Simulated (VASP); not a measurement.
# Nb3Ir under strain, part 2 of 4

Aim: follow the pressure of Nb3Ir through compression, expansion and shear. All runs use PBEsol. Left out of this account: 1 further run (fields: a reference on another mesh). The start is a cell from a database of measured crystal structures.

VASP 6.6.1; PBEsol; plane waves and PAW (Nb_sv, Ir).

Still holding for the runs below: Spin-orbit coupling is off here; with elements this heavy it splits and shifts levels by tenths of an eV or more.

So far, pressure (GPa): step 2 (bands, cell as listed) -3.87.

**3. Bands, volume times 1.04**

The cell is expanded evenly, with fractional positions held.

INCAR

```
SYSTEM = Nb3Ir
PREC = Accurate
ENCUT = 400
EDIFF = 1E-06
NELM = 100
ISMEAR = -1
SIGMA = 0.05
LREAL = .FALSE.
ALGO = Normal
GGA = PS
NBANDS = 71
LASPH = .TRUE.
LORBIT = 11
LWAVE = .FALSE.
LCHARG = .FALSE.
KPAR = 8
```

POSCAR

```
Nb3Ir
1.0
    5.2015603792      0.0000000000      0.0000000000
    0.0000000000      5.2015603792      0.0000000000
    0.0000000000      0.0000000000      5.2015603792
Nb Ir
6 2
Direct
    0.2500000000      0.0000000000      0.5000000000
    0.5000000000      0.7500000000      0.0000000000
    0.7500000000      0.0000000000      0.5000000000
    0.5000000000      0.2500000000      0.0000000000
    0.0000000000      0.5000000000      0.7500000000
    0.0000000000      0.5000000000      0.2500000000
    0.0000000000      0.0000000000      0.0000000000
    0.5000000000      0.5000000000      0.5000000000
```

KPOINTS

```
Automatic mesh
0
Gamma
6 6 6
0 0 0
```

KPOINTS_OPT

```
Line mode
12
Line-mode
Reciprocal
  0.00000000   0.00000000   0.00000000 GAMMA
  0.00000000   0.50000000   0.00000000 X

  0.00000000   0.50000000   0.00000000 X
  0.50000000   0.50000000   0.00000000 M

  0.50000000   0.50000000   0.00000000 M
  0.00000000   0.00000000   0.00000000 GAMMA

  0.00000000   0.00000000   0.00000000 GAMMA
  0.50000000   0.50000000   0.50000000 R

  0.50000000   0.50000000   0.50000000 R
  0.00000000   0.50000000   0.00000000 X

  0.50000000   0.50000000   0.00000000 M
  0.50000000   0.50000000   0.50000000 R
```

PAW data sets: Nb_sv and Ir (PBE family, release 64).

Command:

```console
$ mpirun -np 8 vasp_std
```

Log:

```text
[banner, memory and clock lines left out]
running    8 mpi-ranks, on    1 nodes
 distrk:  each k-point on    1 cores,    8 groups
 distr:  one band on    1 cores,    1 groups

 POSCAR found type information on POSCAR NbIr
 POSCAR found :  2 types and       8 ions
 [... a notice as in an earlier step ...]

 [... a notice as in an earlier step ...]

 LDA part: xc-table for (Slater+PW92), standard interpolation
 POSCAR, INCAR and KPOINTS ok, starting setup
 FFT: planning ... GRIDC
 FFT: planning ... GRID_SOFT
 FFT: planning ... GRID
 WAVECAR not read
 entering main loop
       N       E                     dE             d eps       ncg     rms          rms(c)
DAV:   1     0.108001771536E+04    0.10800E+04   -0.42589E+04  2888   0.117E+03
DAV:   2     0.467673497518E+00   -0.10796E+04   -0.10334E+04  3027   0.499E+02
DAV:   3    -0.850836940899E+02   -0.85551E+02   -0.80415E+02  4320   0.107E+02
DAV:   4    -0.936597783566E+02   -0.85761E+01   -0.84497E+01  4937   0.300E+01
DAV:   5    -0.940187765652E+02   -0.35900E+00   -0.35790E+00  4477   0.658E+00    0.237E+01
DAV:   6    -0.897917598924E+02    0.42270E+01   -0.98605E+00  3776   0.175E+01    0.807E+00
DAV:   7    -0.893994701310E+02    0.39229E+00   -0.48637E+00  4202   0.136E+01    0.706E+00
DAV:   8    -0.885909186989E+02    0.80855E+00   -0.17044E+00  3932   0.739E+00    0.258E+00
DAV:   9    -0.885954125979E+02   -0.44939E-02   -0.16612E-01  4112   0.207E+00    0.619E-01
DAV:  10    -0.885933211901E+02    0.20914E-02   -0.27848E-02  4236   0.832E-01    0.165E-01
DAV:  11    -0.885933044607E+02    0.16729E-04   -0.13213E-03  4680   0.150E-01    0.107E-01
DAV:  12    -0.885933519071E+02   -0.47446E-04   -0.18858E-04  3929   0.848E-02    0.271E-02
DAV:  13    -0.885933438522E+02    0.80549E-05   -0.23280E-05  4360   0.224E-02    0.172E-02
DAV:  14    -0.885933471547E+02   -0.33024E-05   -0.28696E-06  2640   0.114E-02    0.233E-03
DAV:  15    -0.885933473134E+02   -0.15877E-06   -0.41553E-07  1880   0.416E-03
   1 F= -.88593347E+02 E0= -.88572890E+02  d E =-.409149E-01
 Start KPOINTS_OPT (optional k-point list driver)
k-point batch [1-20\72]
       N       E                     dE             ncg
DAV:   1     0.599081665500E+04   -0.16964E+05     2912
DAV:   2    -0.156713492877E+05   -0.21662E+05     3020
DAV:   3    -0.173948729557E+05   -0.17235E+04     4376
DAV:   4    -0.175619841170E+05   -0.16711E+03     4921
DAV:   5    -0.175700607942E+05   -0.80767E+01     4444
DAV:   6    -0.175705234924E+05   -0.46270E+00     4864
DAV:   7    -0.175705527697E+05   -0.29277E-01     4433
DAV:   8    -0.175705548644E+05   -0.20947E-02     4400
DAV:   9    -0.175705550509E+05   -0.18644E-03     3825
DAV:  10    -0.175705550667E+05   -0.15821E-04     2977
DAV:  11    -0.175705550682E+05   -0.15289E-05     2441
DAV:  12    -0.175705550684E+05   -0.19536E-06     2106
[...]
k-point batch [61-72\72]
       N       E                     dE             ncg
DAV:   1     0.185778645050E+05   -0.23926E+05     1736
DAV:   2     0.535693194586E+04   -0.13221E+05     1874
DAV:   3     0.431996306564E+04   -0.10370E+04     2480
DAV:   4     0.420372184673E+04   -0.11624E+03     3059
DAV:   5     0.419962419798E+04   -0.40976E+01     2768
DAV:   6     0.419942192936E+04   -0.20227E+00     2865
DAV:   7     0.419941333124E+04   -0.85981E-02     2720
DAV:   8     0.419941262301E+04   -0.70823E-03     2546
DAV:   9     0.419941257732E+04   -0.45686E-04     2096
DAV:  10     0.419941257260E+04   -0.47218E-05     1796
DAV:  11     0.419941257207E+04   -0.53181E-06     1400
```

The job ended after 2.9 min (8 MPI ranks of AMD EPYC 7R43, shared host; peak memory 2.6 GiB; 23 min of CPU time).

OUTCAR, selected parts (step 3):

```text
  LATTYP: Found a simple cubic cell.
 ALAT       =     5.2015603792

 Found     20 irreducible k-points:

   ENCUT  =  400.0 eV  29.40 Ry    5.42 a.u.   8.48  8.48  8.48*2*pi/ulx,y,z

   NELECT =      96.0000    total number of electrons

 E-fermi :  10.6359

 k-point     1 :       0.0000    0.0000    0.0000
  band No.  band energies     occupation
    ...
     45       9.3278      2.00000
     46       9.3278      2.00000
     47       9.7014      2.00000
     48       9.7014      2.00000
     49       9.7014      2.00000
     50      11.2343      0.00001
     51      11.2343      0.00001
     52      11.5472      0.00000
     53      11.5472      0.00000
     54      11.5472      0.00000
    ...

 k-point     2 :       0.1667    0.0000    0.0000
  band No.  band energies     occupation
    ...
     45       9.3466      2.00000
     46       9.3979      2.00000
     47       9.5284      2.00000
     48       9.8854      2.00000
     49       9.8854      2.00000
     50      11.0126      0.00107
     51      11.3436      0.00000
     52      11.5061      0.00000
     53      11.5162      0.00000
     54      11.5162      0.00000
    ...

  Total      -10.4808029    -10.4808029    -10.4808029     -0.0000000      0.0000000      0.0000000
  in kB     -119.3175166   -119.3175166   -119.3175166     -0.0000000      0.0000000      0.0000000
  external PRESSURE =    -119.3175166 kB  Pullay stress =       0.0000000 kB

  energy-cutoff  :      400.00
  volume of cell :      140.73
      direct lattice vectors                 reciprocal lattice vectors
     5.201560379  0.000000000  0.000000000     0.192250003  0.000000000  0.000000000
     0.000000000  5.201560379  0.000000000     0.000000000  0.192250003  0.000000000
     0.000000000  0.000000000  5.201560379     0.000000000  0.000000000  0.192250003

 POSITION                                       TOTAL-FORCE (eV/Angst)
 -----------------------------------------------------------------------------------
      1.30039      0.00000      2.60078        -0.000000     -0.000000     -0.000000
      2.60078      3.90117      0.00000        -0.000000      0.000000     -0.000000
      3.90117      0.00000      2.60078         0.000000     -0.000000      0.000000
      2.60078      1.30039      0.00000        -0.000000      0.000000      0.000000
      0.00000      2.60078      3.90117         0.000000      0.000000     -0.000000
      0.00000      2.60078      1.30039         0.000000     -0.000000     -0.000000
      0.00000      0.00000      0.00000        -0.000000      0.000000     -0.000000
      2.60078      2.60078      2.60078        -0.000000      0.000000     -0.000000
 -----------------------------------------------------------------------------------
    total drift:                                0.000000      0.000000     -0.000000

  FREE ENERGIE OF THE ION-ELECTRON SYSTEM (eV)
  ---------------------------------------------------
  free  energy   TOTEN  =       -88.5933473134 eV

  energy  without entropy=      -88.5524324459  energy(sigma->0) =      -88.57288988

 total charge
# of ion       s       p       d       tot
------------------------------------------
    1        2.211   6.017   2.424  10.652
    2        2.211   6.017   2.424  10.652
    3        2.211   6.017   2.424  10.652
    4        2.211   6.017   2.424  10.652
    5        2.211   6.017   2.424  10.652
    6        2.211   6.017   2.424  10.652
    7        0.731   0.689   6.825   8.245
    8        0.731   0.689   6.825   8.245
--------------------------------------------------
tot         14.726  37.479  28.194  80.400

[... 5 parts as in an earlier step ...]

[... 6 further parts left out ...]
```

Numbers from this step:

| Item | Value |
| --- | --- |
| free energy (TOTEN) | -88.5933 eV |
| energy at zero smearing | -88.5729 eV |
| Fermi energy | 10.64 eV |
| pressure | -11.93 GPa |

Electronic bands along the path, in eV, zero at the Fermi level; # counts the bands kept, so #1 is VASP's band 25:

| point | #21 | #22 | #23 | #24 | #25 | #26 | #27 | #28 |
| --- | --- | --- | --- | --- | --- | --- | --- | --- |
| Γ | -1.31 | -1.31 | -0.93 | -0.93 | -0.93 | 0.60 | 0.60 | 0.91 |
| X | -0.48 | -0.48 | -0.31 | -0.31 | 0.16 | 0.16 | 0.36 | 0.36 |
| M | -1.04 | -0.17 | -0.17 | -0.06 | -0.06 | 0.78 | 1.11 | 1.30 |
| Γ | -1.31 | -1.31 | -0.93 | -0.93 | -0.93 | 0.60 | 0.60 | 0.91 |
| R | -0.71 | -0.71 | -0.71 | -0.71 | 1.19 | 1.19 | 1.19 | 1.19 |
| X | -0.48 | -0.48 | -0.31 | -0.31 | 0.16 | 0.16 | 0.36 | 0.36 |
| jump to M | -1.04 | -0.17 | -0.17 | -0.06 | -0.06 | 0.78 | 1.11 | 1.30 |
| R | -0.71 | -0.71 | -0.71 | -0.71 | 1.19 | 1.19 | 1.19 | 1.19 |

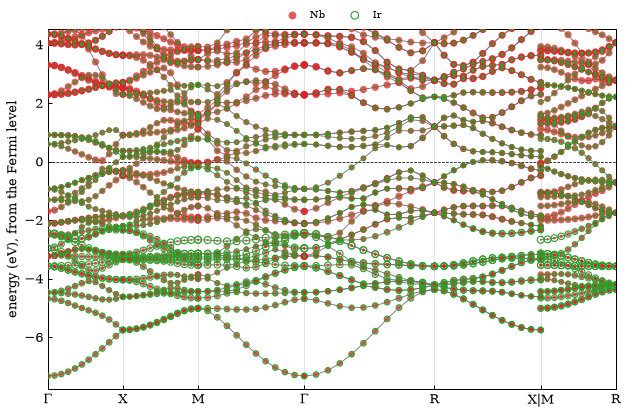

Electronic bands along the path; dots are coloured as in the legend, and their area grows with the weight.

 The pressure is -11.93 GPa.

For the pressure, step 2 gave -3.87 GPa; this run, with cell volume +4.0 %, gives -11.9 GPa.

**4. Bands, volume times 1.08**

The cell is expanded evenly, with fractional positions held.

INCAR is that of step 3.

Edit POSCAR of step 3 so:

```diff
@@ -2,5 +2,5 @@
 1.0
-    5.2015603792      0.0000000000      0.0000000000
-    0.0000000000      5.2015603792      0.0000000000
-    0.0000000000      0.0000000000      5.2015603792
+    5.2674099061      0.0000000000      0.0000000000
+    0.0000000000      5.2674099061      0.0000000000
+    0.0000000000      0.0000000000      5.2674099061
 Nb Ir
```

KPOINTS is that of step 3.

KPOINTS_OPT is that of step 3.

Command:

```console
$ mpirun -np 8 vasp_std
```

Log:

```text
[... set-up lines as in an earlier step ...]
 entering main loop
       N       E                     dE             d eps       ncg     rms          rms(c)
DAV:   1     0.105868751032E+04    0.10587E+04   -0.42699E+04  2904   0.116E+03
DAV:   2    -0.330290912891E+00   -0.10590E+04   -0.10133E+04  3035   0.493E+02
DAV:   3    -0.846645055181E+02   -0.84334E+02   -0.79352E+02  4280   0.105E+02
DAV:   4    -0.933873579686E+02   -0.87229E+01   -0.85988E+01  5049   0.299E+01
DAV:   5    -0.937694596842E+02   -0.38210E+00   -0.38106E+00  4481   0.662E+00    0.223E+01
DAV:   6    -0.892636553720E+02    0.45058E+01   -0.10142E+01  3784   0.173E+01    0.750E+00
DAV:   7    -0.889627283850E+02    0.30093E+00   -0.48393E+00  4256   0.133E+01    0.719E+00
DAV:   8    -0.880988890820E+02    0.86384E+00   -0.17869E+00  3942   0.746E+00    0.259E+00
DAV:   9    -0.881024758709E+02   -0.35868E-02   -0.17001E-01  4104   0.210E+00    0.683E-01
DAV:  10    -0.880998015756E+02    0.26743E-02   -0.29167E-02  4244   0.872E-01    0.153E-01
DAV:  11    -0.880997316912E+02    0.69884E-04   -0.14507E-03  4704   0.147E-01    0.107E-01
DAV:  12    -0.880997845839E+02   -0.52893E-04   -0.22976E-04  3833   0.933E-02    0.278E-02
DAV:  13    -0.880997756074E+02    0.89765E-05   -0.27184E-05  4384   0.240E-02    0.167E-02
DAV:  14    -0.880997783330E+02   -0.27256E-05   -0.26581E-06  2688   0.106E-02    0.231E-03
DAV:  15    -0.880997784563E+02   -0.12330E-06   -0.39108E-07  1888   0.410E-03
   1 F= -.88099778E+02 E0= -.88080401E+02  d E =-.387547E-01
 Start KPOINTS_OPT (optional k-point list driver)
k-point batch [1-20\72]
       N       E                     dE             ncg
DAV:   1     0.487200108704E+04   -0.17689E+05     2872
DAV:   2    -0.166498541363E+05   -0.21522E+05     3018
DAV:   3    -0.183605901096E+05   -0.17107E+04     4336
DAV:   4    -0.185289830532E+05   -0.16839E+03     5040
DAV:   5    -0.185362161399E+05   -0.72331E+01     4429
DAV:   6    -0.185365730224E+05   -0.35688E+00     4977
DAV:   7    -0.185365939369E+05   -0.20914E-01     4346
DAV:   8    -0.185365951075E+05   -0.11706E-02     4385
DAV:   9    -0.185365951927E+05   -0.85257E-04     3723
DAV:  10    -0.185365951994E+05   -0.66640E-05     2826
DAV:  11    -0.185365952003E+05   -0.86024E-06     2369
[...]
k-point batch [61-72\72]
       N       E                     dE             ncg
DAV:   1     0.178834584908E+05   -0.24746E+05     1752
DAV:   2     0.483688961184E+04   -0.13047E+05     1889
DAV:   3     0.381552715371E+04   -0.10214E+04     2472
DAV:   4     0.370078349796E+04   -0.11474E+03     3073
DAV:   5     0.369660040546E+04   -0.41831E+01     2696
DAV:   6     0.369636515551E+04   -0.23525E+00     2985
DAV:   7     0.369635699556E+04   -0.81600E-02     2632
DAV:   8     0.369635637548E+04   -0.62008E-03     2586
DAV:   9     0.369635634361E+04   -0.31869E-04     2176
DAV:  10     0.369635634137E+04   -0.22440E-05     1882
DAV:  11     0.369635634123E+04   -0.13449E-06     1408
```

The job ended after 3.1 min (8 MPI ranks; peak memory 2.6 GiB).

OUTCAR, selected parts (step 4):

```text
  LATTYP: Found a simple cubic cell.
 ALAT       =     5.2674099061

 Found     20 irreducible k-points:

   ENCUT  =  400.0 eV  29.40 Ry    5.42 a.u.   8.59  8.59  8.59*2*pi/ulx,y,z

   NELECT =      96.0000    total number of electrons

 E-fermi :  10.1093

 k-point     1 :       0.0000    0.0000    0.0000
  band No.  band energies     occupation
    ...
     45       8.8554      2.00000
     46       8.8554      2.00000
     47       9.1581      2.00000
     48       9.1581      2.00000
     49       9.1581      2.00000
     50      10.6718      0.00003
     51      10.6718      0.00003
     52      10.9827      0.00000
     53      10.9827      0.00000
     54      10.9827      0.00000
    ...

 k-point     2 :       0.1667    0.0000    0.0000
  band No.  band energies     occupation
    ...
     45       8.8771      2.00000
     46       8.9121      2.00000
     47       9.0442      2.00000
     48       9.3454      2.00000
     49       9.3454      2.00000
     50      10.4672      0.00156
     51      10.7776      0.00000
     52      10.9440      0.00000
     53      10.9552      0.00000
     54      10.9552      0.00000
    ...

  Total      -16.8245987    -16.8245987    -16.8245987     -0.0000000     -0.0000000     -0.0000000
  in kB     -184.4437523   -184.4437523   -184.4437523     -0.0000000     -0.0000000     -0.0000000
  external PRESSURE =    -184.4437523 kB  Pullay stress =       0.0000000 kB

  energy-cutoff  :      400.00
  volume of cell :      146.15
      direct lattice vectors                 reciprocal lattice vectors
     5.267409906  0.000000000  0.000000000     0.189846626  0.000000000  0.000000000
     0.000000000  5.267409906  0.000000000     0.000000000  0.189846626  0.000000000
     0.000000000  0.000000000  5.267409906     0.000000000  0.000000000  0.189846626

 POSITION                                       TOTAL-FORCE (eV/Angst)
 -----------------------------------------------------------------------------------
      1.31685      0.00000      2.63370        -0.000000      0.000000     -0.000000
      2.63370      3.95056      0.00000         0.000000     -0.000000      0.000000
      3.95056      0.00000      2.63370         0.000000     -0.000000      0.000000
      2.63370      1.31685      0.00000        -0.000000     -0.000000     -0.000000
      0.00000      2.63370      3.95056        -0.000000      0.000000      0.000000
      0.00000      2.63370      1.31685         0.000000     -0.000000     -0.000000
      0.00000      0.00000      0.00000         0.000000     -0.000000      0.000000
      2.63370      2.63370      2.63370         0.000000     -0.000000      0.000000
 -----------------------------------------------------------------------------------
    total drift:                                0.000000      0.000000     -0.000000

  FREE ENERGIE OF THE ION-ELECTRON SYSTEM (eV)
  ---------------------------------------------------
  free  energy   TOTEN  =       -88.0997784563 eV

  energy  without entropy=      -88.0610238013  energy(sigma->0) =      -88.08040113

 total charge
# of ion       s       p       d       tot
------------------------------------------
    1        2.205   6.010   2.382  10.597
    2        2.205   6.010   2.382  10.597
    3        2.205   6.010   2.382  10.597
    4        2.205   6.010   2.382  10.597
    5        2.205   6.010   2.382  10.597
    6        2.205   6.010   2.382  10.597
    7        0.711   0.651   6.794   8.156
    8        0.711   0.651   6.794   8.156
--------------------------------------------------
tot         14.650  37.360  27.880  79.891

[... 5 parts as in an earlier step ...]

[... 6 further parts left out ...]
```

Numbers from this step:

```yaml
free_energy_toten: -88.0998 eV
energy_at_zero_smearing: -88.0804 eV
fermi_energy: 10.11 eV
pressure: -18.44 GPa
```

The electronic bands at the labelled points (eV, zero at the Fermi level; # counts the bands kept, so #1 is VASP's band 25):

| point | #21 | #22 | #23 | #24 | #25 | #26 | #27 | #28 |
| --- | --- | --- | --- | --- | --- | --- | --- | --- |
| Γ | -1.25 | -1.25 | -0.95 | -0.95 | -0.95 | 0.56 | 0.56 | 0.87 |
| X | -0.47 | -0.47 | -0.31 | -0.31 | 0.17 | 0.17 | 0.36 | 0.36 |
| M | -1.01 | -0.19 | -0.19 | -0.01 | -0.01 | 0.74 | 1.05 | 1.22 |
| Γ | -1.25 | -1.25 | -0.95 | -0.95 | -0.95 | 0.56 | 0.56 | 0.87 |
| R | -0.73 | -0.73 | -0.73 | -0.73 | 1.12 | 1.12 | 1.12 | 1.12 |
| X | -0.47 | -0.47 | -0.31 | -0.31 | 0.17 | 0.17 | 0.36 | 0.36 |
| jump to M | -1.01 | -0.19 | -0.19 | -0.01 | -0.01 | 0.74 | 1.05 | 1.22 |
| R | -0.73 | -0.73 | -0.73 | -0.73 | 1.12 | 1.12 | 1.12 | 1.12 |

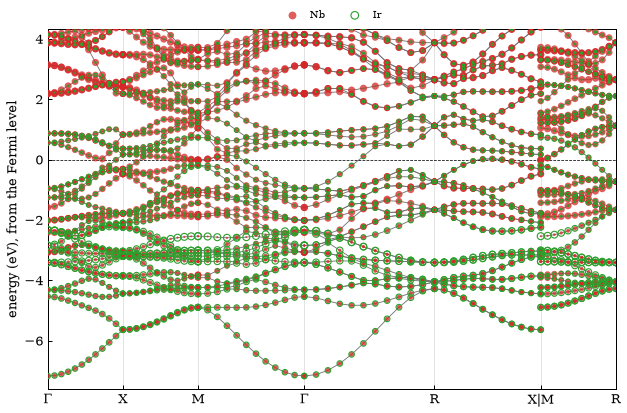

Electronic bands along the path; dots are coloured as in the legend, and their area grows with the weight.

 The pressure is -18.44 GPa.

Between step 2 and this run (cell volume +8.0 %) the value for the pressure moves from -3.87 GPa to -18.4 GPa.

(Part 2 of 4 ends here.)

[Lines on the potential files, build, host, timing and source positions are cut from VASP's logs without a mark.]

[Logs are printed without paths, hosts, clocks, repeated set-up lines and the standing remarks that a program may print on its own settings, such as how far it seeks lower states.]

[Hosts, paths, dates, database ids (printed as entryN), source tags and the programs' standing remarks are cut or masked in the printed files.]

[A measured line is paired with the nearest computed mode of its activity, which favours agreement.]
